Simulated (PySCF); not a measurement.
Geometry relaxation, with input and output: C4H13NSn

- system: C4H13NSn (SnH3(NEt2)), SMILES [H][Sn]([H])([H])[N](CC)CC
- method: PBE0-D3(BJ)/def2-SVP geometry optimisation, gas phase (PySCF 2.14.0)

It belongs to a series of runs on one base structure; here: one ligand: Cl to NEt2.

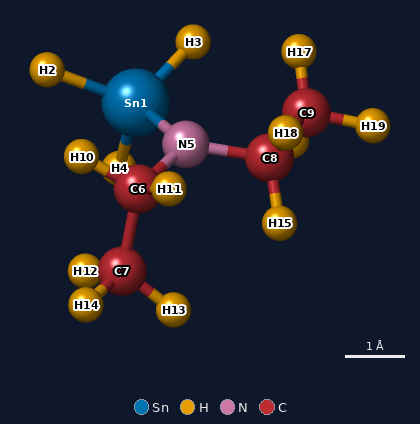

Figure 1. The input geometry (ball-and-stick view, seen at a tilt; atoms are numbered from 1 in the order of the input). Sticks mark near contacts. Bond lengths as drawn: C–C 1.48 to 1.52 Å, C–H 1.06 to 1.16 Å, C–N 1.44 to 1.45 Å, H–Sn 1.54 to 1.75 Å and N–Sn 1.99 Å.

Input
```
{"job": {"xc": "PBE0", "basis": "def2-SVP", "d3": "d3bj", "grid": 1, "maxiter": 40, "shake": 0.03, "kind": "geom"}, "charge": 0, "multiplicity": 1}
Sn     0.992940     1.910020     0.739160
H      0.575410     2.159040     2.332870
H      2.499990     1.927460     0.399770
H      0.376720     3.295580    -0.134190
N      0.290150     0.109060     0.257430
C     -1.015890    -0.282460     0.737000
C     -2.146640     0.326970    -0.002040
C      0.795790    -0.500970    -0.941070
C      1.346690    -1.871270    -0.579290
H     -1.096870    -0.057840     1.837100
H     -1.084000    -1.393040     0.680190
H     -2.151490     1.416400     0.156150
H     -2.196930     0.153220    -1.096400
H     -3.165680    -0.052350     0.394650
H     -0.082740    -0.648590    -1.646460
H      1.517920     0.144070    -1.370940
H      2.181130    -1.750630     0.057910
H      0.584890    -2.536890    -0.186010
H      1.715850    -2.354340    -1.551200
```

The first line tells a small driver script what to run in PySCF; the rest is the geometry in Å.

Launch command:
```bash
OMP_NUM_THREADS=1 python <driver script> task.json out
```

What the program printed
```
step   0  E = -428.83338176  max force = 0.066247
step   1  E = -428.85592490  max force = 0.013367
step   2  E = -428.85783191  max force = 0.005644
step   3  E = -428.85814998  max force = 0.001629
step   4  E = -428.85818094  max force = 0.000908
step   5  E = -428.85820098  max force = 0.000263
step   6  E = -428.85821180  max force = 0.000302
optimisation converged
```

Trajectory as extended XYZ (Å, eV, eV/Å), 7 frames, from step=0 to step=6
```
19
Properties=species:S:1:pos:R:3:forces:R:3 step=0 energy=-11669.15069
Sn    0.9929    1.9100    0.7392   -2.6414   1.3090   0.2799
H     0.5754    2.1590    2.3329   -0.1071   0.0354   0.7241
H     2.5000    1.9275    0.3998    3.2534  -0.1468  -0.5874
H     0.3767    3.2956   -0.1342   -0.1378  -0.2571   0.0144
N     0.2902    0.1091    0.2574   -0.2730   0.3759   0.5634
C    -1.0159   -0.2825    0.7370    0.8836  -1.0665   0.5468
C    -2.1466    0.3270   -0.0020   -2.7603   0.1922   0.0804
C     0.7958   -0.5010   -0.9411   -2.6654  -1.8035   0.8448
C     1.3467   -1.8713   -0.5793    0.0814  -0.2744  -3.4065
H    -1.0969   -0.0578    1.8371    0.0420  -0.0303  -0.6785
H    -1.0840   -1.3930    0.6802   -0.0149   0.1869   0.0521
H    -2.1515    1.4164    0.1562   -0.0580   0.1190  -0.1078
H    -2.1969    0.1532   -1.0964    0.4044  -0.0969   0.2730
H    -3.1657   -0.0524    0.3947    1.3473   0.4819  -0.4282
H    -0.0827   -0.6486   -1.6465    0.9373   0.2733   0.0128
H     1.5179    0.1441   -1.3709    1.0923   0.6357  -0.9235
H     2.1811   -1.7506    0.0579    1.1288  -0.0773   1.1989
H     0.5849   -2.5369   -0.1860   -0.2346  -0.1460   0.4275
H     1.7159   -2.3543   -1.5512   -0.2780   0.2894   1.1137
19
Properties=species:S:1:pos:R:3:forces:R:3 step=1 energy=-11669.76412
Sn    1.0020    1.9964    0.7774    0.3122  -0.1855  -0.0993
H     0.5741    2.2508    2.4368    0.1563  -0.1058  -0.2108
H     2.7360    1.9605    0.4198   -0.6873  -0.0678   0.2360
H     0.3413    3.3149   -0.1309   -0.0235  -0.1009  -0.0159
N     0.2632    0.1321    0.2846    0.3608   0.1276  -0.2949
C    -1.0474   -0.2749    0.7473    0.3038  -0.0316   0.0984
C    -2.2235    0.3316    0.0043   -0.4128   0.1047  -0.0761
C     0.7568   -0.5364   -0.9219   -0.2490  -0.0777   0.4159
C     1.3748   -1.9093   -0.6490    0.0123   0.2021  -0.3015
H    -1.1311   -0.0298    1.8199   -0.0373   0.0328   0.0537
H    -1.1063   -1.3809    0.7133   -0.0371   0.0533  -0.0610
H    -2.2570    1.4299    0.1116    0.1185  -0.0389  -0.0155
H    -2.2111    0.1047   -1.0727    0.1285  -0.0032  -0.0313
H    -3.1867   -0.0452    0.3870    0.0447  -0.0587   0.0647
H    -0.0635   -0.6637   -1.6588    0.0840   0.1218  -0.0566
H     1.5158    0.0981   -1.4018    0.0239   0.0685  -0.1112
H     2.2365   -1.8142    0.0269   -0.0756  -0.0763   0.1477
H     0.6289   -2.5936   -0.2256    0.0329  -0.0774   0.2218
H     1.7345   -2.3776   -1.5835   -0.0552   0.1127   0.0358
19
Properties=species:S:1:pos:R:3:forces:R:3 step=2 energy=-11669.81601
Sn    0.9832    1.9767    0.7696    0.2902   0.0931  -0.0683
H     0.5861    2.1945    2.4230    0.0570  -0.0238   0.0007
H     2.6850    1.9288    0.4305   -0.2836  -0.0125   0.1171
H     0.2987    3.2752   -0.1376   -0.0317  -0.0138  -0.0262
N     0.2742    0.1327    0.2752    0.0471  -0.0157  -0.1531
C    -1.0325   -0.2648    0.7499    0.0985  -0.0815   0.0354
C    -2.2137    0.3412    0.0049   -0.1114   0.0517  -0.0572
C     0.7540   -0.5300   -0.9278   -0.0318  -0.0164   0.2561
C     1.3690   -1.8975   -0.6462   -0.0046   0.0624  -0.0830
H    -1.1138   -0.0132    1.8221   -0.0064   0.0150   0.0229
H    -1.1020   -1.3685    0.7148   -0.0279  -0.0066  -0.0194
H    -2.2290    1.4397    0.1021    0.0400  -0.0108  -0.0118
H    -2.1843    0.1037   -1.0700    0.0351   0.0063  -0.0069
H    -3.1722   -0.0336    0.3952   -0.0210  -0.0381   0.0367
H    -0.0614   -0.6433   -1.6689   -0.0011   0.0290  -0.0739
H     1.5141    0.1033   -1.4168   -0.0198  -0.0070  -0.0184
H     2.2250   -1.8039    0.0407   -0.0728  -0.0127   0.0213
H     0.6317   -2.5817   -0.1994    0.0343  -0.0006   0.0729
H     1.7250   -2.3659   -1.5766    0.0100  -0.0178  -0.0449
19
Properties=species:S:1:pos:R:3:forces:R:3 step=3 energy=-11669.82467
Sn    1.0015    1.9888    0.7672   -0.0837   0.0248  -0.0143
H     0.6340    2.1974    2.4255    0.0089   0.0055   0.0273
H     2.6773    1.9180    0.4449    0.0691  -0.0081   0.0061
H     0.3096    3.2817   -0.1448   -0.0079  -0.0227   0.0057
N     0.2765    0.1471    0.2757   -0.0516  -0.0270  -0.0526
C    -1.0253   -0.2681    0.7492    0.0027   0.0296   0.0690
C    -2.2151    0.3228   -0.0018    0.0163   0.0068  -0.0020
C     0.7465   -0.5171   -0.9232    0.0389   0.0205   0.0135
C     1.3487   -1.8883   -0.6453    0.0103  -0.0305  -0.0104
H    -1.1137   -0.0176    1.8221   -0.0052   0.0021  -0.0092
H    -1.0869   -1.3722    0.7088    0.0129   0.0027   0.0030
H    -2.2364    1.4209    0.0926   -0.0056   0.0022  -0.0005
H    -2.1684    0.0843   -1.0761   -0.0144   0.0016   0.0052
H    -3.1688   -0.0679    0.3881    0.0064   0.0027  -0.0075
H    -0.0659   -0.6171   -1.6717   -0.0014   0.0047  -0.0266
H     1.5111    0.1092   -1.4158   -0.0003  -0.0179   0.0047
H     2.1993   -1.8000    0.0478    0.0005   0.0025  -0.0126
H     0.6128   -2.5652   -0.1833    0.0093   0.0071  -0.0082
H     1.7006   -2.3631   -1.5754   -0.0052  -0.0066   0.0094
19
Properties=species:S:1:pos:R:3:forces:R:3 step=4 energy=-11669.82551
Sn    0.9884    1.9875    0.7679   -0.0227   0.0050  -0.0113
H     0.6183    2.1910    2.4283    0.0058  -0.0002  -0.0007
H     2.6683    1.9304    0.4548    0.0467   0.0025   0.0030
H     0.2836    3.2707   -0.1453   -0.0064  -0.0045   0.0025
N     0.2794    0.1407    0.2704   -0.0050   0.0217  -0.0110
C    -1.0228   -0.2623    0.7528   -0.0015  -0.0273  -0.0115
C    -2.2116    0.3338    0.0032    0.0156  -0.0088   0.0055
C     0.7528   -0.5243   -0.9276   -0.0186   0.0076   0.0059
C     1.3529   -1.8977   -0.6527   -0.0055  -0.0105   0.0153
H    -1.1051   -0.0042    1.8242    0.0040   0.0004  -0.0048
H    -1.0917   -1.3661    0.7194   -0.0013  -0.0040   0.0028
H    -2.2242    1.4325    0.0912   -0.0058   0.0019   0.0011
H    -2.1729    0.0888   -1.0698   -0.0057  -0.0013   0.0013
H    -3.1660   -0.0476    0.4000   -0.0011   0.0049  -0.0036
H    -0.0564   -0.6215   -1.6810    0.0015   0.0048  -0.0057
H     1.5204    0.0999   -1.4176    0.0010   0.0024   0.0178
H     2.2027   -1.8117    0.0413    0.0092   0.0012  -0.0070
H     0.6164   -2.5744   -0.1921   -0.0030   0.0008  -0.0040
H     1.7049   -2.3722   -1.5828   -0.0072   0.0035   0.0044
19
Properties=species:S:1:pos:R:3:forces:R:3 step=5 energy=-11669.82605
Sn    0.9929    1.9898    0.7664    0.0066  -0.0046  -0.0014
H     0.6255    2.1944    2.4273    0.0049   0.0005  -0.0006
H     2.6766    1.9322    0.4547   -0.0036   0.0010   0.0056
H     0.2861    3.2714   -0.1461   -0.0038   0.0037  -0.0033
N     0.2795    0.1443    0.2702   -0.0035   0.0135  -0.0117
C    -1.0213   -0.2630    0.7527    0.0036  -0.0107  -0.0007
C    -2.2124    0.3288    0.0036    0.0090  -0.0024   0.0012
C     0.7532   -0.5205   -0.9271   -0.0127  -0.0044   0.0020
C     1.3465   -1.8973   -0.6524   -0.0059   0.0009   0.0078
H    -1.1039   -0.0047    1.8239    0.0004   0.0012   0.0012
H    -1.0862   -1.3672    0.7200   -0.0017   0.0004   0.0018
H    -2.2295    1.4276    0.0911   -0.0004  -0.0004   0.0011
H    -2.1746    0.0834   -1.0693   -0.0008  -0.0013  -0.0006
H    -3.1654   -0.0553    0.4008   -0.0041   0.0001   0.0017
H    -0.0539   -0.6129   -1.6836    0.0049   0.0033  -0.0038
H     1.5249    0.1017   -1.4127    0.0069  -0.0002   0.0096
H     2.1963   -1.8163    0.0422    0.0041   0.0016  -0.0041
H     0.6059   -2.5711   -0.1944   -0.0012   0.0003  -0.0004
H     1.6972   -2.3719   -1.5825   -0.0027  -0.0026  -0.0054
19
Properties=species:S:1:pos:R:3:forces:R:3 step=6 energy=-11669.82635
Sn    0.9965    1.9933    0.7651    0.0060  -0.0039   0.0021
H     0.6340    2.1981    2.4272   -0.0009   0.0010  -0.0008
H     2.6814    1.9364    0.4561   -0.0155   0.0005  -0.0014
H     0.2856    3.2735   -0.1469    0.0038   0.0015   0.0006
N     0.2809    0.1486    0.2691    0.0019   0.0054  -0.0029
C    -1.0177   -0.2624    0.7542    0.0027  -0.0006   0.0046
C    -2.2117    0.3230    0.0051    0.0000  -0.0003  -0.0007
C     0.7549   -0.5165   -0.9274   -0.0061  -0.0068  -0.0095
C     1.3365   -1.8987   -0.6546   -0.0029   0.0023   0.0028
H    -1.0998   -0.0016    1.8247   -0.0007   0.0007   0.0018
H    -1.0789   -1.3669    0.7244   -0.0001   0.0013   0.0024
H    -2.2327    1.4220    0.0894    0.0012  -0.0004   0.0003
H    -2.1752    0.0745   -1.0671    0.0009  -0.0004   0.0001
H    -3.1629   -0.0630    0.4047   -0.0003  -0.0002   0.0019
H    -0.0483   -0.6005   -1.6891    0.0029   0.0031  -0.0020
H     1.5342    0.1014   -1.4061    0.0075  -0.0007   0.0060
H     2.1861   -1.8263    0.0413    0.0013   0.0000  -0.0023
H     0.5896   -2.5678   -0.2000    0.0007  -0.0009   0.0001
H     1.6847   -2.3737   -1.5855   -0.0022  -0.0016  -0.0032
```

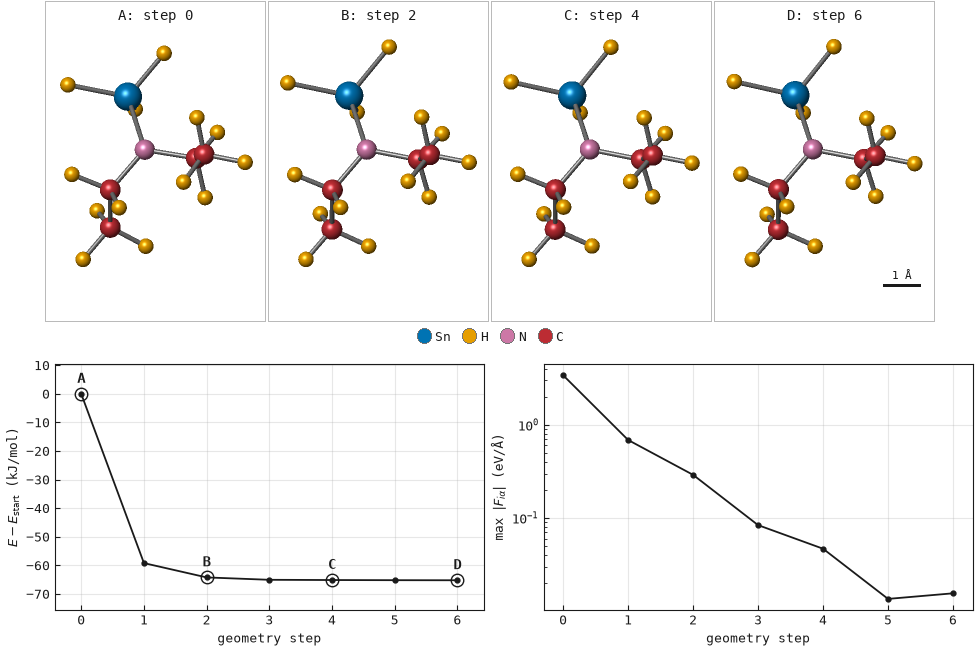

Figure 2. Frames of the relaxation (ball-and-stick view, seen at a tilt) above the curves, on which the letters mark them (steps are counted from 0).

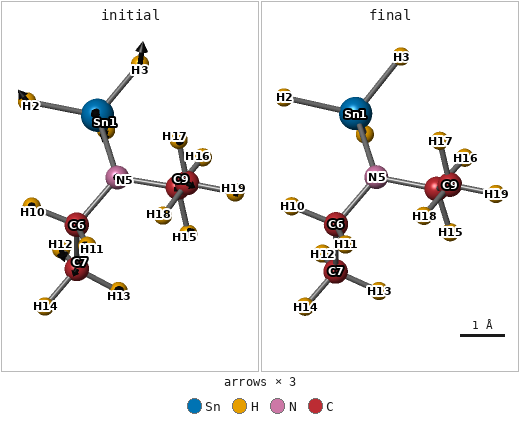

Figure 3. Before (left) and after (right) the relaxation, at one scale (ball-and-stick view, seen at a tilt). The black arrows give the displacements, magnified 3 times. The largest move after the best rigid fit is that of H3, 0.19 Å. By element the largest moves are H 0.19 Å, Sn 0.09 Å, C 0.07 Å, N 0.04 Å. Distances before and after: Sn1–H3 1.545 → 1.714 Å, C7–H14 1.157 → 1.102 Å, Sn1–N5 1.992 → 2.040 Å, Sn1–H2 1.666 → 1.713 Å. Among the angles that change: H3–Sn1–H4 103.0° → 109.5°, H17–C9–H18 113.9° → 107.6°, C6–C7–H13 117.5° → 111.4°. The energy falls by 65.2 kJ/mol in 6 geometry steps. Largest force component: 3.4 eV/Å at the start, 0.015 eV/Å at the end. (Atoms are counted from 1 in the order of the input.)

Key numbers

```tsv
quantity	value
outcome	converged
total energy	−428.858212 hartree
dipole moment	0.31 D
point group	C1
hardware	1 CPU thread, shared host
wall time	3.5 min
peak memory	0.66 GiB
```
